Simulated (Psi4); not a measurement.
# NOF (nitrosyl fluoride) at CCSD(T)/def2-TZVPP

Aim: the energy change on altering one bond length of NOF (nitrosyl fluoride) at CCSD(T)/def2-TZVPP, from 2 runs. 

The calculation is run with Psi4 1.11.

1 further run of the same task is left out (set aside as unsound or not needed).

### Step 1. The system as given

NOF: 3 atoms, total charge 0, spin state singlet. As SMILES, `O=NF`. The shape is that of a PBE0-D4/def2-TZVP optimisation.

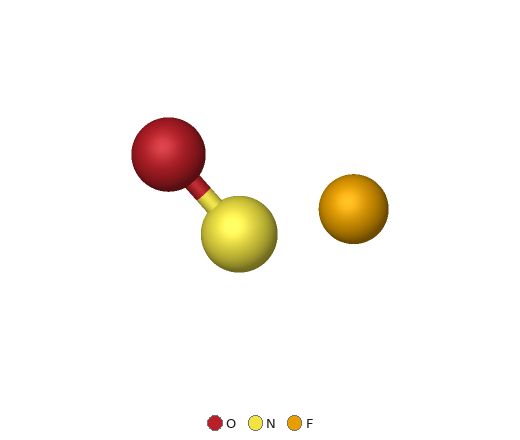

Viewed from a chosen angle; oxygen red, nitrogen yellow, fluorine amber.

### Step 2. A single-point energy at CCSD(T)/def2-TZVPP

Input file calc.inp:

```
memory 1600 MB

molecule mol {
  0 1
  O      0.868350     0.242970     0.504740
  N      0.148930    -0.482540     0.029910
  F     -1.017290     0.239580    -0.534650
  symmetry c1
}

set {
  basis def2-TZVPP
  reference rhf
  puream true
  e_convergence 1e-09
  d_convergence 1e-08
  scf_type pk
  num_frozen_docc 3
}

energy("ccsd(t)")
```

Run with:

```sh
psi4 -i calc.inp -o calc.out -n 1
```

calc.out (excerpt; [...] marks lines left out):

```text
[...]
  Running in c1 symmetry.
[...]
  Nuclear repulsion =   66.472921694977643
[...]
  Multiplicity = 1
[...]
  Nalpha       = 12
  Nbeta        = 12
[...]
    Number of basis functions: 93
[...]
   @RHF iter   1:  -228.63950510353197   -6.92897e-01   5.02652e-03 DIIS/ADIIS
[...]
   @RHF iter  13:  -228.72164648813799   -6.59384e-12   5.14705e-09 DIIS
[...]
    Orbital Energies [Eh]
    ---------------------
    Doubly Occupied:
       1A    -26.303486     2A    -20.735309     3A    -15.858793
       4A     -1.707795     5A     -1.561308     6A     -0.989567
       7A     -0.809529     8A     -0.786694     9A     -0.747707
      10A     -0.630779    11A     -0.622714    12A     -0.514545
[...]
  @RHF Final Energy:  -228.72164648813799
   => Energetics <=
    Nuclear Repulsion Energy =             66.4729216949776429
    One-Electron Energy =                -447.8526845116035702
    Two-Electron Energy =                 152.6581163284879494
    Total Energy =                       -228.7216464881379920
[...]
 Multipole Moments:
 ------------------------------------------------------------------------------------
     Multipole            Electronic (a.u.)      Nuclear  (a.u.)        Total (a.u.)
 ------------------------------------------------------------------------------------
 L = 1.  Multiply by 2.5417464519 to convert [e a0] to [Debye]
 Dipole X            :         -0.4274728            1.0164658            0.5889931
 Dipole Y            :         -0.0754238           -0.1919967           -0.2674204
 Dipole Z            :          0.0000000           -0.0000000            0.0000000
 Magnitude           :                                                    0.6468590
[...]
      * MP2 total energy                      = -229.413198184851723
[...]
      * CCSD total energy                     = -229.406693762319946
[...]
      * CCSD(T) total energy                  = -229.438657727142498
[...]
```

Wall time 43 s (1 thread of Intel Xeon Platinum 8259CL at 2.50GHz (Skylake/Cascade Lake), shared host); peak memory 0.85 GiB.

### Step 3. The distorted shape at the same level

Input file input.in:

```
memory 1600 mb

molecule geom {
  O      1.801337    -0.334733     0.956393
  N      1.081917    -1.060243     0.481563
  F     -1.017290     0.239580    -0.534650
  units angstrom
  symmetry c1
}

set {
  basis           def2-TZVPP
  reference       rhf
  puream          true
  e_convergence   1e-09
  d_convergence   1e-08
  scf_type        pk
  num_frozen_docc 3
}

energy_value, wavefunction = energy('ccsd(t)', return_wfn=True)
print_variables()
```

Run with:

```sh
psi4 -i input.in -o input.out -n 1
```

input.out (excerpt; [...] marks lines left out):

```text
[...]
  Running in c1 symmetry.
[...]
  Nuclear repulsion =   50.547778066504200
[...]
  Multiplicity = 1
[...]
  Nalpha       = 12
  Nbeta        = 12
[...]
    Number of basis functions: 93
[...]
   @RHF iter   1:  -228.40807612815502   -9.71839e-01   7.10405e-03 ADIIS/DIIS
[...]
   @RHF iter  17:  -228.59550322140575   -2.50395e-11   7.63294e-09 DIIS
[...]
    Orbital Energies [Eh]
    ---------------------
    Doubly Occupied:
       1A    -26.065526     2A    -20.957599     3A    -16.026228
       4A     -1.851599     5A     -1.303548     6A     -1.129995
       7A     -0.902025     8A     -0.883668     9A     -0.880932
      10A     -0.416795    11A     -0.416240    12A     -0.378246
[...]
  @RHF Final Energy:  -228.59550322140575
   => Energetics <=
    Nuclear Repulsion Energy =             50.5477780665042005
    One-Electron Energy =                -415.8617608858949097
    Two-Electron Energy =                 136.7184795979849810
    Total Energy =                       -228.5955032214057496
[...]
 Multipole Moments:
 ------------------------------------------------------------------------------------
     Multipole            Electronic (a.u.)      Nuclear  (a.u.)        Total (a.u.)
 ------------------------------------------------------------------------------------
 L = 1.  Multiply by 2.5417464519 to convert [e a0] to [Debye]
 Dipole X            :          2.1548121            1.6150779            3.7698901
 Dipole Y            :         -0.9859784           -0.5275785           -1.5135570
 Dipole Z            :          0.0000000            0.0000000            0.0000000
 Magnitude           :                                                    4.0623793
[...]
      * MP2 total energy                      = -229.317308200852437
[...]
      * CCSD total energy                     = -229.300265628532344
[...]
      * CCSD(T) total energy                  = -229.364390526264032
[...]
```

Run time: 73 s. Hardware: 1 thread of Intel Xeon Platinum 8259CL at 2.50GHz (Skylake/Cascade Lake), shared host; peak memory 0.85 GiB.

### Step 4. Summary of results

Level: CCSD(T)/def2-TZVPP, 3 core orbitals frozen.

| quantity | value |
| --- | --- |
| first shape: total energy | -229.43866 Eh |
| first shape: HOMO energy (Hartree–Fock orbitals) | -14.00 eV |
| first shape: LUMO energy (Hartree–Fock orbitals) | 1.63 eV |
| first shape: HOMO–LUMO gap (Hartree–Fock orbitals) | 15.63 eV |
| first shape: correlation energy (3 core orbitals frozen) | -717.0 mEh |
| first shape: (T) correction | -31.96 mEh |
| first shape: T1 diagnostic | 0.021 |
| distorted shape: total energy | -229.36439 Eh |
| distorted shape: HOMO energy (Hartree–Fock orbitals) | -10.29 eV |
| distorted shape: LUMO energy (Hartree–Fock orbitals) | -2.45 eV |
| distorted shape: HOMO–LUMO gap (Hartree–Fock orbitals) | 7.84 eV |
| distorted shape: correlation energy (3 core orbitals frozen) | -768.9 mEh |
| distorted shape: (T) correction | -64.12 mEh |
| distorted shape: T1 diagnostic | 0.082 |
| energy change with the N2–F3 bond stretched from 1.483 to 2.670 Å | 2.021 eV |

One bond (distorted shape) is far stretched, which a spin-restricted single reference describes badly; perturbation theory on it can break down and give far too much correlation. With the N2–F3 bond stretched from 1.483 to 2.670 Å the energy rises by 2.02 eV (195 kJ/mol). The first shape isn't relaxed at this level, so the change isn't measured from a minimum. A restricted reference can't describe the breaking bond well at this length. The T1 diagnostic (first shape) of 0.021 is above the customary mark for such species, so a single reference may not serve. The triples (first shape) make up 4.5 % of the correlation energy. The T1 diagnostic (distorted shape) of 0.082 is above the customary mark for such species, so a single reference may not serve. The triples (distorted shape) make up 8.3 % of the correlation energy.
